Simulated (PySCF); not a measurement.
# C₃H₃Cl₃O₂: magnetic properties

Wanted: magnetic properties for C₃H₃Cl₃O₂ (`O=C(O)CC(Cl)(Cl)Cl`).

Computed with PySCF 2.14.0 and routines of our own; the level stands in each step. Atoms count from 0.

## 1. The starting structure

11 atoms, charge 0, multiplicity 1; geometry from: GFN2-xTB.

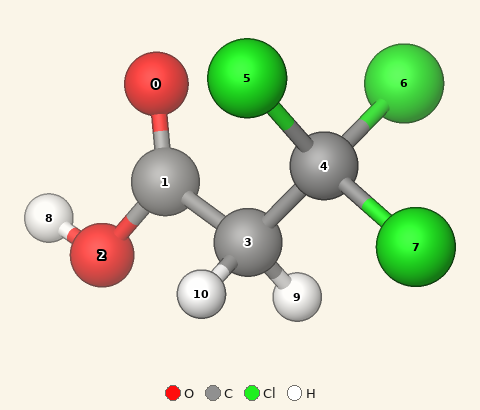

The starting geometry (oxygen red, carbon grey, chlorine green, hydrogen white).

## 2. Magnetic properties: GIAO B97-2/pcSseg-1

The job: settings as JSON, then the geometry in Å.

```
{"job": {"kind": "mag", "xc": "B97-2", "basis": "pcSseg-1", "isotopologues": 2}, "charge": 0, "multiplicity": 1}
O      1.112397    -1.129470     1.016729
C      1.074919    -0.448926     0.036079
O      2.107459    -0.290727    -0.794625
C     -0.112764     0.359768    -0.467506
C     -1.341421     0.246772     0.413678
Cl    -1.003207     0.839380     2.050844
Cl    -1.901307    -1.433761     0.505404
Cl    -2.649522     1.238226    -0.284258
H      2.875527    -0.800025    -0.489924
H     -0.352067     0.015360    -1.476732
H      0.195410     1.406074    -0.535653
```

With the program's defaults for keys left out, this is: GIAO B97-2/pcSseg-1 magnetisability, rotational g tensor and spin-rotation constants, non-relativistic, gas phase.

Run with:

```bash
> OMP_NUM_THREADS=1 python excited_run.py task.json out
```

This one command runs all jobs of the session in turn.

Log:

```text
coarse grid: 12168 points
cycle   1  E = -1646.8179258925  dE =  1.390e+00  |g| = 1.089e+00  |ddm| = 3.244e+00
cycle   2  E = -1646.1708164935  dE =  6.471e-01  |g| = 2.113e+00  |ddm| = 2.489e+00
cycle   3  E = -1647.0422256445  dE = -8.714e-01  |g| = 2.979e-01  |ddm| = 1.866e+00
cycle   4  E = -1647.0565792966  dE = -1.435e-02  |g| = 1.206e-01  |ddm| = 2.634e-01
cycle   5  E = -1647.0587968770  dE = -2.218e-03  |g| = 3.832e-02  |ddm| = 8.973e-02
cycle   6  E = -1647.0591221131  dE = -3.252e-04  |g| = 1.125e-02  |ddm| = 4.337e-02
cycle   7  E = -1647.0591469268  dE = -2.481e-05  |g| = 2.588e-03  |ddm| = 9.226e-03
cycle   8  E = -1647.0591482344  dE = -1.308e-06  |g| = 7.153e-04  |ddm| = 2.236e-03
final grid: 107400 points
cycle   9  E = -1647.1001307336  dE = -5.232e-05  |g| = 9.694e-03  |ddm| = 2.786e-02
cycle  10  E = -1647.1001220889  dE =  8.645e-06  |g| = 1.044e-02  |ddm| = 1.434e-02
cycle  11  E = -1647.1001398644  dE = -1.778e-05  |g| = 3.206e-03  |ddm| = 9.814e-03
cycle  12  E = -1647.1001419200  dE = -2.056e-06  |g| = 7.226e-04  |ddm| = 2.737e-03
cycle  13  E = -1647.1001420086  dE = -8.860e-08  |g| = 1.884e-04  |ddm| = 5.087e-04
cycle  14  E = -1647.1001420149  dE = -6.296e-09  |g| = 5.949e-05  |ddm| = 1.929e-04
cycle  15  E = -1647.1001420155  dE = -6.439e-10  |g| = 2.135e-05  |ddm| = 6.482e-05
converged SCF energy = -1647.1001420155

Magnetisability tensor (1e-30 J/T^2)
    -1375.18      -25.12      -76.61
      -25.12    -1509.36      -76.38
      -76.61      -76.38    -1413.80
isotropic -1432.78   principal values   -1571.00  -1416.36  -1310.97
isotropic susceptibility -86.284 1e-6 cm^3/mol

Inertial axes            a          b          c
rot. const./GHz      1.6646     0.8382     0.8272
chi total           -82.153    -82.090    -94.608
chi diamagnetic    -763.486  -1406.908  -1438.712
chi paramagnetic    681.332   1324.818   1344.104
quadrupole/D A        7.219     -5.874     -1.346
g nuclear            0.5048     0.5106     0.5152
g electronic        -0.5328    -0.5217    -0.5223
g total             -0.0280    -0.0111    -0.0071

Spin-rotation constants (kHz, H = +C I.J)
atom  isotope        aa         bb         cc
  5   35Cl        0.945      0.341      0.178
  6   35Cl        0.945      0.340      0.180
  7   35Cl        0.504      0.356      0.409
  8     1H        0.067     -0.057     -0.116
  9     1H       -0.179     -0.044     -0.014
 10     1H       -0.179     -0.043     -0.015
  0    17O*      -0.887     -0.515     -0.074
  1    13C*       0.887      0.263      0.209
  2    17O*      -0.324     -0.224     -0.155
  3    13C*       0.296      0.178      0.177
  4    13C*       0.511      0.242      0.231
* in the singly substituted isotopologue

Isotopologues: g along a, b, c
2H    at 8,9,10            -0.0276    -0.0108    -0.0070
18O   at 0                 -0.0278    -0.0110    -0.0070
```

Wall time 24 s (1 thread of Intel Xeon 6975P-C, shared host); peak memory 0.75 GiB.

In short:

| quantity | value |
| --- | --- |
| magnetisability | -1433·10⁻³⁰ J/T² |
| molar susceptibility | -86.3·10⁻⁶ cm³/mol |
| rotational g (a, b, c) | -0.0280, -0.0111, -0.0071 |

## 3. Magnetic properties: GIAO PBE/6-31G* in chloroform

Settings changed since step 2:

```diff
@@ -1,2 +1,2 @@
-{"job": {"kind": "mag", "xc": "B97-2", "basis": "pcSseg-1", "isotopologues": 2}, "charge": 0, "multiplicity": 1}
+{"job": {"kind": "mag", "xc": "PBE", "basis": "6-31G*", "solvent": "chloroform"}, "charge": 0, "multiplicity": 1}
 O      1.112397    -1.129470     1.016729
```

With the program's defaults for keys left out, this is: GIAO PBE/6-31G* magnetisability, non-relativistic, IEF-PCM chloroform.

Log:

```text
coarse grid: 12168 points
cycle   1  E = -1646.1314983747  dE =  1.261e+00  |g| = 1.059e+00  |ddm| = 3.695e+00
cycle   2  E = -1644.0763180490  dE =  2.055e+00  |g| = 2.919e+00  |ddm| = 5.924e+00
cycle   3  E = -1646.2579987934  dE = -2.182e+00  |g| = 6.653e-01  |ddm| = 5.701e+00
cycle   4  E = -1646.3428475743  dE = -8.485e-02  |g| = 2.508e-01  |ddm| = 7.028e-01
cycle   5  E = -1646.3507552614  dE = -7.908e-03  |g| = 1.443e-01  |ddm| = 3.382e-01
cycle   6  E = -1646.3548779795  dE = -4.123e-03  |g| = 4.589e-02  |ddm| = 1.600e-01
cycle   7  E = -1646.3553518926  dE = -4.739e-04  |g| = 1.170e-02  |ddm| = 5.289e-02
cycle   8  E = -1646.3553828270  dE = -3.093e-05  |g| = 2.953e-03  |ddm| = 1.245e-02
cycle   9  E = -1646.3553848627  dE = -2.036e-06  |g| = 6.154e-04  |ddm| = 3.772e-03
final grid: 107400 points
cycle  10  E = -1646.2513091696  dE =  4.921e-06  |g| = 1.493e-02  |ddm| = 2.568e-02
cycle  11  E = -1646.2511088794  dE =  2.003e-04  |g| = 3.424e-02  |ddm| = 4.011e-02
cycle  12  E = -1646.2513537211  dE = -2.448e-04  |g| = 3.892e-03  |ddm| = 2.951e-02
cycle  13  E = -1646.2513567131  dE = -2.992e-06  |g| = 8.613e-04  |ddm| = 3.470e-03
cycle  14  E = -1646.2513568568  dE = -1.437e-07  |g| = 2.577e-04  |ddm| = 9.818e-04
cycle  15  E = -1646.2513568709  dE = -1.405e-08  |g| = 7.290e-05  |ddm| = 2.497e-04
cycle  16  E = -1646.2513568721  dE = -1.195e-09  |g| = 1.981e-05  |ddm| = 8.795e-05
cycle  17  E = -1646.2513568722  dE = -9.095e-11  |g| = 3.575e-06  |ddm| = 2.209e-05
converged SCF energy = -1646.2513568722

Magnetisability tensor (1e-30 J/T^2)
    -1318.97      -28.59      -87.29
      -28.59    -1475.46      -81.55
      -87.29      -81.55    -1370.93
isotropic -1388.45   principal values   -1541.97  -1373.06  -1250.33
isotropic susceptibility -83.615 1e-6 cm^3/mol

Inertial axes            a          b          c
rot. const./GHz      1.6646     0.8382     0.8272
chi total           -78.683    -79.301    -92.859
chi diamagnetic    -762.257  -1404.567  -1435.838
chi paramagnetic    683.574   1325.265   1342.979
quadrupole/D A        8.781     -6.203     -2.579
```

It took 14 s on 1 thread of Intel Xeon 6975P-C, shared host; peak memory 0.55 GiB.

From this job:

| quantity | value |
| --- | --- |
| magnetisability | -1388·10⁻³⁰ J/T² |
| molar susceptibility | -83.6·10⁻⁶ cm³/mol |

## 4. What came out

```
                                            quantity                      value
       magnetisability (step 2, GIAO B97-2/pcSseg-1)           -1433·10⁻³⁰ J/T²
  molar susceptibility (step 2, GIAO B97-2/pcSseg-1)         -86.3·10⁻⁶ cm³/mol
rotational g (a, b, c) (step 2, GIAO B97-2/pcSseg-1)  -0.0280, -0.0111, -0.0071
```

**Reading.** The values above hold for this geometry and these levels alone. Vibrational averaging and real surroundings are missing from these values.
